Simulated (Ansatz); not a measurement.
# Single-point calculation of CH₃Cl₃NTa

- system: CH₃Cl₃NTa, multiplicity 5
- method: UKS RPBE/def2-TZVPD (Ansatz 0.2.0)

Some settings of this run were made unusual or wrong on purpose. The geometry comes from this level: PBE0-D4/def2-TZVP. Figures and captions count atoms from 1; the log counts them from 0 in places.

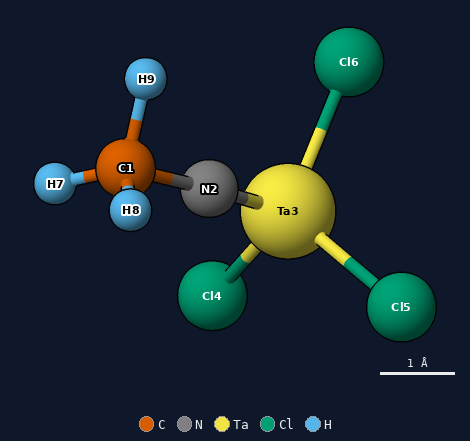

*The structure (ball-and-stick view, seen at a tilt; atoms are numbered from 1 in the order of the input). Sticks mark near contacts.*

### Input
```yaml
crystal:
  periodic: [false, false, false]
  atoms:
    - {symbol: C, position_ang: [0.293625, -1.441706, 0.952615]}
    - {symbol: N, position_ang: [0.079555, -0.144198, 0.056271]}
    - {symbol: Ta, position_ang: [-0.352266, 1.199630, -0.919304]}
    - {symbol: Cl, position_ang: [-2.112094, 0.704170, -2.128280]}
    - {symbol: Cl, position_ang: [1.593803, 1.288875, -2.209707]}
    - {symbol: Cl, position_ang: [-0.619372, 2.995906, 0.490079]}
    - {symbol: H, position_ang: [-0.587899, -2.054798, 0.915689]}
    - {symbol: H, position_ang: [1.106978, -2.056878, 0.676874]}
    - {symbol: H, position_ang: [0.419544, -0.782467, 2.011749]}
basis:
  gaussian: {orbitals: def2-TZVPD, point_charges: [{charge: 2.00, position_ang: [4.184, 0.463, -0.639]}]}
magnetization: {spin_polarized: true, initial_magnetization: 4}
hamiltonian: {xc: {name: RPBE}}
scf: {lower_state_search: light}
output: {forces: true}
```

Run as:
```bash
ansatz run in.yaml --threads 4 --pin off --events-out ev --progress --plain --max-ram 11315MiB
```

### What the program printed
```
Functional definition: RPBE
  name "RPBE"
  cite "Hammer, Hansen & Nørskov, Phys. Rev. B 59, 7413 (1999) doi:10.1103/PhysRevB.59.7413"
  cite "Perdew, Burke & Ernzerhof, Phys. Rev. Lett. 77, 3865 (1996) doi:10.1103/PhysRevLett.77.3865"
  parameter kappa = 0.804
  parameter beta = 0.06672455060314922
  exchange = rpbe_x(kappa = kappa, mu = beta*pi^2/3)
  correlation = pbe_c(beta = beta)
1712 factors; their error is unknown
mean field evaluation 1: about -41639.2402 eV, gradient 9.6e1 eV
mean field evaluation 2: about -40155.2453 eV, gradient 4.2e2 eV
mean field evaluation 4: about -41656.0554 eV, gradient 7.8e1 eV
mean field evaluation 8: about -41695.2326 eV, gradient 3.2e1 eV
mean field evaluation 16: about -41701.2360 eV, gradient 2.8e-1 eV
mean field evaluation 32: about -41701.1990 eV, gradient 1.3e-4 eV
mean field evaluation 64: about -41699.0740 eV, gradient 9.5e0 eV
mean field evaluation 96: about -41699.9419 eV, gradient 3.8e0 eV
mean field -41701.19901459 eV, -1532.4907976982 hartree, gradient 1.5e-5 eV, S^2 6.010205; 10 other end points of the search recorded, 0 dependent functions left out
the calculation of the forces begins
reference -41701.19909793 eV, -1532.4908007608 hartree; 42, 38 occupied and 240, 244 virtual orbitals, 1712 factors
Total energy: -41701.19909793 eV, -1532.4908007608 hartree
Atom 0 at     0.293625    -1.441706     0.952615 Å, force    -0.724139     5.934387     1.125499 eV/Å
Atom 1 at     0.079555    -0.144198     0.056271 Å, force     2.728207   -10.881761     6.516396 eV/Å
Atom 2 at    -0.352266     1.199630    -0.919304 Å, force    -0.743159     8.140015    -4.748544 eV/Å
Atom 3 at    -2.112094     0.704170    -2.128280 Å, force    -1.944604    -0.654687    -1.363588 eV/Å
Atom 4 at     1.593803     1.288875    -2.209707 Å, force     4.518027    -2.081683     3.163046 eV/Å
Atom 5 at    -0.619372     2.995906     0.490079 Å, force     0.170994     0.486929     0.610640 eV/Å
Atom 6 at    -0.587899    -2.054798     0.915689 Å, force    -1.130065    -0.154727     0.164159 eV/Å
Atom 7 at     1.106978    -2.056878     0.676874 Å, force     1.563750    -0.384497    -0.542756 eV/Å
Atom 8 at     0.419544    -0.782467     2.011749 Å, force    -0.247895    -2.214526    -2.079214 eV/Å
Dipole moment:    -4.583833    -0.414890     0.920404 e Å
```

### What the run reported

- outcome: converged
- total energy: −41701.1991 eV
- ⟨S²⟩: 6.010
- SCF solution under orbital rotations: stable
- largest force (length of the vector): 12.974 eV/Å
- dipole moment: 22.54 D
- hardware: 4 threads of Arm Neoverse V2, 23 GiB of memory available, shared host
- wall time: 46 s (CPU time 2.8 min)
- peak memory: 0.86 GiB

A setting was made wrong on purpose: spin. The run converged all the same; its numbers are those of the faulty input and shouldn't be used.
